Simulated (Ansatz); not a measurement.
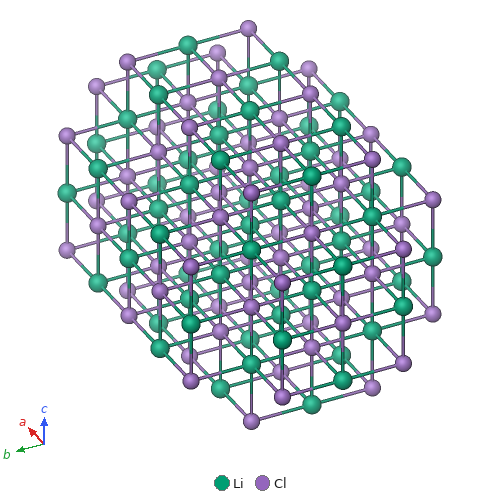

LiCl (space group Fm-3m, No. 225). Coordinates: the end point of a relaxation with DFT r2SCAN, scalar-relativistic, plane waves, PAW (Ansatz).

Bonds are taken as Cl–Li below 2.9 Å. The graph is simplified in the usual way: terminal and isolated atoms are pruned, two-connected atoms become edges.

Question: What kind of net remains, and which atoms are its nodes?

Answer: A uninodal 6-connected, three-periodic net: Li and Cl are 6-connected nodes.

Question: Name the underlying net.

Answer: It is the pcu net, known from NaCl, ReO3 and the B-X framework of perovskite.

Question: Is the net interpenetrated?

Answer: It is a single net, without interpenetration.

Question: Give the point symbol of each node (shortest cycle at each angle).

Answer: Li and Cl: 4¹²·6³.

Question: How many nodes does the smallest cycle have?

Answer: Four.
